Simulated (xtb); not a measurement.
Geometry relaxation of C2H2Cl2Ge (part 3 of 3)

Continued. System: C2H2Cl2Ge. Method: GFN1-xTB, GBSA solvent h2o (xtb 6.7.1). 

Geometry of the input (Å):
```
C  -0.8035  -0.1111  1.9028
C  -0.3065  -0.0332  0.7812
Ge 0.5303  0.0991  -0.8784
Cl -0.6014  -1.0083  -2.3403
Cl 0.6458  2.0119  -1.5199
H  -1.3634  -0.1946  2.7744
H  1.9514  -0.6369  -0.8119
```

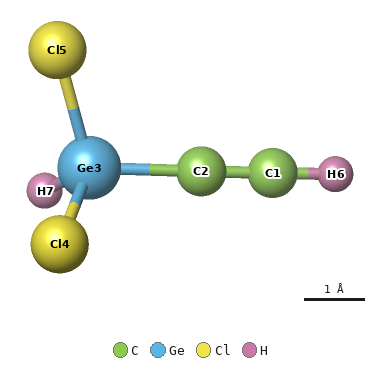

**Figure 1.** The geometry at step 6 of the log (ball-and-stick view, seen at a tilt; atoms are numbered from 1 in the order of the input).

Output, continued:
```
 ANCopt (total)                0 d,  0 h,  0 min,  0.115 sec
 optimizer setup                ...        0 min,  0.000 sec (  0.058%)
 model hessian                  ...        0 min,  0.000 sec (  0.122%)
 ANC generation                 ...        0 min,  0.000 sec (  0.062%)
 coordinate transformation      ...        0 min,  0.000 sec (  0.080%)
 single point calculation       ...        0 min,  0.112 sec ( 98.001%)
 optimization log               ...        0 min,  0.001 sec (  0.614%)
 hessian update                 ...        0 min,  0.000 sec (  0.073%)
 rational function              ...        0 min,  0.001 sec (  0.539%)

================
 final structure:
================
7
 xtb: 6.7.1
C           -0.85542241604794       -0.14035291647500        1.85812641968550
C           -0.29389322231792       -0.07615215624776        0.79039788318149
Ge           0.58652329209164        0.01764108487332       -0.87853782542581
Cl          -0.61091249134568       -0.98946033667345       -2.32351747927155
Cl           0.64211604625786        2.05601891637418       -1.49362110237731
H           -1.35052345718289       -0.19306336853441        2.79464897567273
H            1.93480924854495       -0.54772222331690       -0.83975187146505

 Bond Distances (Angstroems)
 ---------------------------
C1-C2=1.2081         C1-H6=1.0606         C2-C1=1.2081         C2-Ge3=1.8893        Ge3-C2=1.8893        Ge3-Cl4=2.1298
Ge3-Cl5=2.1299       Ge3-H7=1.4625        Cl4-Ge3=2.1298       Cl5-Ge3=2.1299       H6-C1=1.0606         H7-Ge3=1.4625
 C  H  Rav=1.0606 sigma=0.0000  Rmin=1.0606  Rmax=1.0606     1
 C  C  Rav=1.2081 sigma=0.0000  Rmin=1.2081  Rmax=1.2081     1
 Ge H  Rav=1.4625 sigma=0.0000  Rmin=1.4625  Rmax=1.4625     1
 Ge C  Rav=1.8893 sigma=0.0000  Rmin=1.8893  Rmax=1.8893     1
 Ge Cl Rav=2.1298 sigma=0.0000  Rmin=2.1298  Rmax=2.1299     2

 selected bond angles (degree)
 --------------------
H6-C1-C2=179.77                Ge3-C2-C1=179.79               Cl4-Ge3-C2=108.29              Cl5-Ge3-C2=108.35
Cl5-Ge3-Cl4=105.74             H7-Ge3-C2=112.77               H7-Ge3-Cl4=110.70              H7-Ge3-Cl5=110.70

 selected dihedral angles (degree)
 ---------------------------------
Ge3-C2-C1-H6=192.00           Cl4-Ge3-C2-C1= 78.90          Cl5-Ge3-C2-C1=193.15          H7-Ge3-C2-C1=316.05
           -------------------------------------------------
          |                Final Singlepoint                |
           -------------------------------------------------

          ...................................................
          :                      SETUP                      :
          :.................................................:
          :  # basis functions                  42          :
          :  # atomic orbitals                  39          :
          :  # shells                           17          :
          :  # electrons                        28          :
          :  # halogen bonds                     0          :
          :  max. iterations                   250          :
          :  Hamiltonian                  GFN1-xTB          :
          :  restarted?                      false          :
          :  GBSA solvation                   true          :
          :  PC potential                    false          :
          :  electronic temp.          300.0000000     K    :
          :  accuracy                    1.0000000          :
          :  -> integral cutoff          0.2500000E+02      :
          :  -> integral neglect         0.1000000E-07      :
          :  -> SCF convergence          0.1000000E-05 Eh   :
          :  -> wf. convergence          0.2000000E-04 e    :
          :  Broyden damping             0.4000000          :
          :  net charge                          0          :
          :  unpaired electrons                  0          :
          ...................................................

 iter      E             dE          RMSdq      gap      omega  full diag
   1    -15.6707191 -0.156707E+02  0.115E-05    6.31       0.0  T
   2    -15.6707191 -0.319744E-13  0.646E-06    6.31    5848.5  T
   3    -15.6707191  0.568434E-12  0.607E-06    6.31    6229.7  T

   *** convergence criteria satisfied after 3 iterations ***

         #    Occupation            Energy/Eh            Energy/eV
      -------------------------------------------------------------
         1        2.0000           -0.9106910             -24.7812
       ...           ...                  ...                  ...
         8        2.0000           -0.5057904             -13.7633
         9        2.0000           -0.4876488             -13.2696
        10        2.0000           -0.4833640             -13.1530
        11        2.0000           -0.4714842             -12.8297
        12        2.0000           -0.4680394             -12.7360
        13        2.0000           -0.4677618             -12.7284
        14        2.0000           -0.4643607             -12.6359 (HOMO)
        15                         -0.2323497              -6.3226 (LUMO)
        16                         -0.2304177              -6.2700
        17                         -0.1893495              -5.1525
        18                         -0.1386722              -3.7735
        19                         -0.1362796              -3.7084
       ...                                ...                  ...
        39                          1.2869640              35.0201
      -------------------------------------------------------------
                  HL-Gap            0.2320110 Eh            6.3133 eV
             Fermi-level           -0.3483552 Eh           -9.4792 eV

 SCC (total)                   0 d,  0 h,  0 min,  0.008 sec
 SCC setup                      ...        0 min,  0.000 sec (  1.919%)
 Dispersion                     ...        0 min,  0.000 sec (  0.297%)
 classical contributions        ...        0 min,  0.000 sec (  0.115%)
 integral evaluation            ...        0 min,  0.003 sec ( 32.081%)
 iterations                     ...        0 min,  0.001 sec ( 10.595%)
 molecular gradient             ...        0 min,  0.004 sec ( 53.117%)
 printout                       ...        0 min,  0.000 sec (  1.641%)

         :::::::::::::::::::::::::::::::::::::::::::::::::::::
         ::                     SUMMARY                     ::
         :::::::::::::::::::::::::::::::::::::::::::::::::::::
         :: total energy             -15.515109505278 Eh    ::
         :: total w/o Gsasa/hb       -15.514564193168 Eh    ::
         :: gradient norm              0.000163659042 Eh/a0 ::
         :: HOMO-LUMO gap              6.313341101736 eV    ::
         ::.................................................::
         :: SCC energy               -15.670719067000 Eh    ::
         :: -> electrostatic           0.009843002071 Eh    ::
         :: -> Gsolv                  -0.002159544912 Eh    ::
         ::    -> Gelec               -0.001614232802 Eh    ::
         ::    -> Gsasa               -0.002143178453 Eh    ::
         ::    -> Ghb                 -0.000477604297 Eh    ::
         ::    -> Gshift               0.002075470640 Eh    ::
         :: repulsion energy           0.158703924893 Eh    ::
         :: dispersion energy         -0.003094363171 Eh    ::
         :: halogen bond corr.         0.000000000000 Eh    ::
         :: add. restraining           0.000000000000 Eh    ::
         :: total charge               0.000000000000 e     ::
         :::::::::::::::::::::::::::::::::::::::::::::::::::::

           -------------------------------------------------
          |                Property Printout                |
           -------------------------------------------------

    * Orbital Energies and Occupations

         #    Occupation            Energy/Eh            Energy/eV
      -------------------------------------------------------------
         1        2.0000           -0.9106910             -24.7812
         2        2.0000           -0.9100675             -24.7642
         3        2.0000           -0.6380656             -17.3627
         4        2.0000           -0.6266837             -17.0529
         5        2.0000           -0.5720744             -15.5669
         6        2.0000           -0.5099904             -13.8775
         7        2.0000           -0.5091107             -13.8536
         8        2.0000           -0.5057904             -13.7633
         9        2.0000           -0.4876488             -13.2696
        10        2.0000           -0.4833640             -13.1530
        11        2.0000           -0.4714842             -12.8297
        12        2.0000           -0.4680394             -12.7360
        13        2.0000           -0.4677618             -12.7284
        14        2.0000           -0.4643607             -12.6359 (HOMO)
        15                         -0.2323497              -6.3226 (LUMO)
        16                         -0.2304177              -6.2700
        17                         -0.1893495              -5.1525
        18                         -0.1386722              -3.7735
        19                         -0.1362796              -3.7084
        20                         -0.1144786              -3.1151
        21                         -0.0913461              -2.4857
        22                         -0.0721380              -1.9630
        23                         -0.0715984              -1.9483
        24                         -0.0668577              -1.8193
        25                         -0.0477945              -1.3006
       ...                                ...                  ...
        39                          1.2869640              35.0201
      -------------------------------------------------------------
                  HL-Gap            0.2320110 Eh            6.3133 eV
             Fermi-level           -0.3483552 Eh           -9.4792 eV

  Mulliken/CM5 charges         n(s)   n(p)   n(d)
     1C    -0.03314 -0.08391   1.119  2.914  0.000
     2C    -0.09208 -0.08247   1.187  2.905  0.000
     3Ge    0.35230  0.24111   1.251  1.687  0.709
     4Cl   -0.14417 -0.13155   1.936  5.219 -0.011
     5Cl   -0.14419 -0.13157   1.936  5.219 -0.011
     6H     0.08131  0.13537   0.919  0.000  0.000
     7H    -0.02002  0.05303   1.020  0.000  0.000

Wiberg/Mayer (AO) data.
largest (>0.10) Wiberg bond orders for each atom

 ---------------------------------------------------------------------------
     #   Z sym  total        # sym  WBO       # sym  WBO       # sym  WBO
 ---------------------------------------------------------------------------
     1   6 C    3.982 --     2 C    2.845     6 H    0.969     3 Ge   0.118
     2   6 C    3.944 --     1 C    2.845     3 Ge   1.007
     3  32 Ge   4.531 --     4 Cl   1.244     5 Cl   1.244     2 C    1.007
                             7 H    0.900     1 C    0.118
     4  17 Cl   1.364 --     3 Ge   1.244
     5  17 Cl   1.364 --     3 Ge   1.244
     6   1 H    0.991 --     1 C    0.969
     7   1 H    1.003 --     3 Ge   0.900
 ---------------------------------------------------------------------------

Topologies differ in total number of bonds
Writing topology from bond orders to xtbtopo.mol

 dipole moment from electron density (au)
     X       Y       Z
   0.4210  -0.4259   0.9253  total (Debye):    2.802

           -------------------------------------------------
          |                Geometry Summary                 |
           -------------------------------------------------

      molecular mass/u    :      169.5707786
   center of mass at/Å    :        0.1797999       0.2108076      -0.9751308
  moments of inertia/u·Å² :        0.2373668E+03   0.2589117E+03   0.4304461E+03
rotational constants/cm⁻¹ :        0.7101934E-01   0.6510959E-01   0.3916317E-01

 * 4 selected distances

     #   Z          #   Z                                           value/Å
     1   6 C        2   6 C                                       1.2080899 (min)
     3  32 Ge       4  17 Cl                                      2.1298058
     3  32 Ge       5  17 Cl                                      2.1298833 (max)
     3  32 Ge       7   1 H                                       1.4625373

 * 3 distinct bonds (by element types)

   Z      Z             #   av. dist./Å        max./Å        min./Å
   6 C    6 C           1     1.2080899     1.2080899     1.2080899
   1 H   32 Ge          1     1.4625373     1.4625373     1.4625373
  17 Cl  32 Ge          2     2.1298446     2.1298833     2.1298058

optimized geometry written to: xtbopt.xyz

           -------------------------------------------------
          | TOTAL ENERGY              -15.515109505278 Eh   |
          | GRADIENT NORM               0.000163659042 Eh/α |
          | HOMO-LUMO GAP               6.313341101736 eV   |
           -------------------------------------------------

------------------------------------------------------------------------
------------------------------------------------------------------------
 total:
 *  cpu-time:     0 d,  0 h,  0 min,  0.142 sec
 * ratio c/w:     1.000 speedup
 SCF:
 *  cpu-time:     0 d,  0 h,  0 min,  0.011 sec
 * ratio c/w:     0.998 speedup
 ANC optimizer:
 *  cpu-time:     0 d,  0 h,  0 min,  0.123 sec
 * ratio c/w:     1.000 speedup
```

File xtbopt.xyz:
```
7
 energy: -15.515109505278 gnorm: 0.000163659042 xtb: 6.7.1
C           -0.85542241604794       -0.14035291647500        1.85812641968550
C           -0.29389322231792       -0.07615215624776        0.79039788318149
Ge           0.58652329209164        0.01764108487332       -0.87853782542581
Cl          -0.61091249134568       -0.98946033667345       -2.32351747927155
Cl           0.64211604625786        2.05601891637418       -1.49362110237731
H           -1.35052345718289       -0.19306336853441        2.79464897567273
H            1.93480924854495       -0.54772222331690       -0.83975187146505
```

Standard error:
```
normal termination of xtb
```

Trajectory as extended XYZ (Å, eV, eV/Å), 13 frames, from step=0 to step=12:
```
7
Properties=species:S:1:pos:R:3 step=0 energy=-421.89794
C    -0.8035   -0.1111    1.9028
C    -0.3065   -0.0333    0.7812
Ge    0.5303    0.0991   -0.8784
Cl   -0.6014   -1.0083   -2.3403
Cl    0.6458    2.0119   -1.5199
H    -1.3634   -0.1946    2.7744
H     1.9514   -0.6369   -0.8119
7
Properties=species:S:1:pos:R:3 step=1 energy=-422.16816
C    -0.8057   -0.1114    1.8813
C    -0.3095   -0.0395    0.7843
Ge    0.5828    0.0223   -0.8741
Cl   -0.6257   -0.9918   -2.3260
Cl    0.6466    2.0383   -1.5352
H    -1.3634   -0.1938    2.7747
H     1.9276   -0.5971   -0.7972
7
Properties=species:S:1:pos:R:3 step=2 energy=-422.17597
C    -0.8176   -0.1159    1.8807
C    -0.3174   -0.0670    0.7816
Ge    0.5756    0.0168   -0.8796
Cl   -0.6053   -1.0177   -2.3106
Cl    0.6794    2.0466   -1.5180
H    -1.3645   -0.1698    2.7891
H     1.9027   -0.5661   -0.8356
7
Properties=species:S:1:pos:R:3 step=3 energy=-422.18037
C    -0.8229   -0.1182    1.8794
C    -0.3200   -0.0617    0.7813
Ge    0.5810    0.0003   -0.8788
Cl   -0.6210   -1.0000   -2.3235
Cl    0.6680    2.0301   -1.5175
H    -1.3627   -0.1666    2.7928
H     1.9304   -0.5571   -0.8259
7
Properties=species:S:1:pos:R:3 step=4 energy=-422.18254
C    -0.8256   -0.1205    1.8751
C    -0.3169   -0.0691    0.7801
Ge    0.5842    0.0091   -0.8788
Cl   -0.6146   -0.9977   -2.3250
Cl    0.6548    2.0415   -1.5165
H    -1.3574   -0.1641    2.7928
H     1.9281   -0.5724   -0.8198
7
Properties=species:S:1:pos:R:3 step=5 energy=-422.18477
C    -0.8322   -0.1228    1.8715
C    -0.3186   -0.0684    0.7800
Ge    0.5794    0.0107   -0.8809
Cl   -0.6067   -1.0009   -2.3336
Cl    0.6543    2.0462   -1.5094
H    -1.3461   -0.1666    2.7992
H     1.9226   -0.5713   -0.8191
7
Properties=species:S:1:pos:R:3 step=6 energy=-422.18678
C    -0.8505   -0.1304    1.8642
C    -0.3179   -0.0778    0.7809
Ge    0.5789    0.0115   -0.8803
Cl   -0.5980   -0.9914   -2.3438
Cl    0.6486    2.0473   -1.5055
H    -1.3297   -0.1708    2.8110
H     1.9213   -0.5616   -0.8187
7
Properties=species:S:1:pos:R:3 step=7 energy=-422.18700
C    -0.8525   -0.1318    1.8608
C    -0.3153   -0.0724    0.7803
Ge    0.5767    0.0129   -0.8829
Cl   -0.6055   -0.9991   -2.3372
Cl    0.6542    2.0507   -1.4965
H    -1.3303   -0.1793    2.8057
H     1.9255   -0.5542   -0.8225
7
Properties=species:S:1:pos:R:3 step=8 energy=-422.18728
C    -0.8528   -0.1328    1.8619
C    -0.3111   -0.0702    0.7840
Ge    0.5810    0.0135   -0.8789
Cl   -0.6042   -0.9938   -2.3341
Cl    0.6490    2.0490   -1.4996
H    -1.3363   -0.1818    2.8032
H     1.9271   -0.5569   -0.8288
7
Properties=species:S:1:pos:R:3 step=9 energy=-422.18745
C    -0.8534   -0.1357    1.8606
C    -0.3034   -0.0787    0.7862
Ge    0.5839    0.0145   -0.8787
Cl   -0.6075   -0.9900   -2.3311
Cl    0.6454    2.0507   -1.5000
H    -1.3424   -0.1806    2.8005
H     1.9299   -0.5533   -0.8298
7
Properties=species:S:1:pos:R:3 step=10 energy=-422.18759
C    -0.8547   -0.1376    1.8593
C    -0.2991   -0.0764    0.7882
Ge    0.5850    0.0156   -0.8788
Cl   -0.6084   -0.9906   -2.3274
Cl    0.6440    2.0532   -1.4965
H    -1.3461   -0.1857    2.7983
H     1.9320   -0.5516   -0.8353
7
Properties=species:S:1:pos:R:3 step=11 energy=-422.18763
C    -0.8551   -0.1397    1.8586
C    -0.2942   -0.0755    0.7907
Ge    0.5859    0.0175   -0.8783
Cl   -0.6111   -0.9900   -2.3240
Cl    0.6434    2.0553   -1.4949
H    -1.3504   -0.1929    2.7949
H     1.9343   -0.5480   -0.8392
7
Properties=species:S:1:pos:R:3 step=12 energy=-422.18764
C    -0.8554   -0.1404    1.8581
C    -0.2939   -0.0761    0.7904
Ge    0.5865    0.0176   -0.8785
Cl   -0.6109   -0.9895   -2.3235
Cl    0.6421    2.0560   -1.4936
H    -1.3505   -0.1931    2.7946
H     1.9348   -0.5477   -0.8397
```

Key numbers:

```json
{"quantity": "outcome", "value": "converged"}
{"quantity": "electrons treated", "value": "28"}
{"quantity": "total energy", "value": "−15.515110 hartree"}
{"quantity": "dispersion energy", "value": "−0.003094 hartree"}
{"quantity": "solvation energy", "value": "−0.002160 hartree"}
{"quantity": "basis functions", "value": "42"}
{"quantity": "HOMO", "value": "−12.64 eV"}
{"quantity": "LUMO", "value": "−6.32 eV"}
{"quantity": "dipole moment", "value": "2.80 D"}
{"quantity": "hardware", "value": "1 thread of AMD EPYC (Zen 3), 192 GiB of memory available, shared host"}
{"quantity": "peak memory", "value": "0.071 GiB"}
```
